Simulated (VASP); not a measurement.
Band structure of CrO2 (rutile). Computed with PBE GGA, VASP's PBE PAW potentials (set 64) (plane waves; VASP).

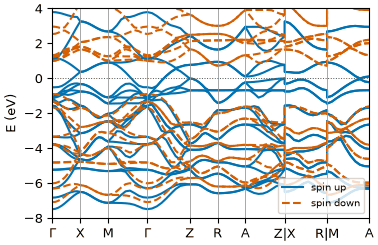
Figure: Bands along high-symmetry lines, zero at the valence-band maximum or, without a gap, the Fermi level

### Question
Read the plot: is there a gap, and where are the band edges?

### Answer
It has no gap at this level: it comes out as a metal or semimetal. (Edges off the drawn lines would not show.)

The compound is CrO2 in the rutile structure. It was relaxed first.
